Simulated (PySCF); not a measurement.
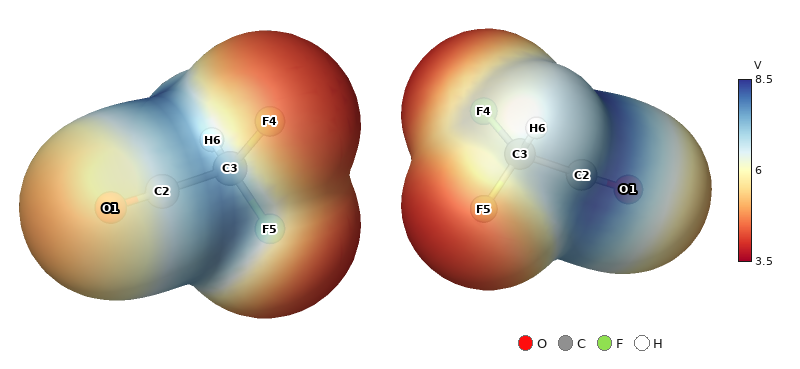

C₂HF₂O, charge +1, SMILES `[O+]#CC(F)F`. Electrostatic potential on the surface of electron density 0.001 a.u. (back view left, front view right).

Level of theory: CAM-B3LYP/cc-pVTZ (PySCF), at a geometry from GFN2-xTB. No frequency check shows the geometry to be a minimum.

Input script:

```python
import numpy as np
from pyscf import gto, scf, dft
from pyscf.scf import atom_ks, atom_hf
from scipy.linalg import block_diag

def solve(mol, dm0=None, hcore=None):
    mf = (dft.UKS if mol.spin else dft.RKS)(mol, xc='camb3lyp')
    mf.grids.level = 3
    mf = mf.density_fit(auxbasis='def2-universal-jkfit')
    mf.conv_tol, mf.max_cycle = 1e-8, 80
    if hcore is not None:
        mf.get_hcore = lambda *args: hcore
    mf.kernel(dm0)
    if not mf.converged:
        mf = mf.newton().run(mf.mo_coeff, mf.mo_occ, max_cycle=30)
    assert mf.converged, 'SCF not converged'
    return mf

mol = gto.M(atom='''
O     -2.05699     0.00004     0.10190
C     -0.96858     0.00012    -0.06725
C      0.49216     0.00009    -0.34714
F      1.03746     1.09281     0.17419
F      1.03718    -1.09301     0.17410
H      0.64267     0.00022    -1.46338
''', basis='cc-pvtz', charge=1, spin=0, verbose=4)
mf = solve(mol)
mf.analyze()
# spherically averaged free atoms, for the promolecule
atm = atom_ks.get_atm_nrks(mol, xc='camb3lyp')
pro = block_diag(*[(atm[a[0]][2] * atm[a[0]][3]) @ atm[a[0]][2].T for a in mol._atom])
np.savez('result.npz', e=mf.e_tot, c=mf.mo_coeff, occ=mf.mo_occ, eps=mf.mo_energy, pro=pro, dip=mf.dip_moment(verbose=0), s2=mf.spin_square()[0])
```

Launched as:

```sh
OMP_NUM_THREADS=1 python input.py
```

The run took 18 s on 1 thread of Arm Neoverse V1 (shared host), peak memory 0.6 GiB.

Partitions, critical points and surface values were worked out afterwards from this run's density.

**Where are the extremes of the potential on the surface?**

Highest: 8.37 V, near C2 (1.71 Å) and H6 (1.80 Å), over C3 (2.0 Å), and at like points elsewhere. Lowest: 3.96 V, 1.6 Å from F5, and at like points elsewhere. Further minima include 4.89 V, 1.6 Å from O1. The surface is sampled at points, so like sites can differ by a few per cent and only the strongest of them is named.

**What volume does the surface enclose?**

About 67 Å³.
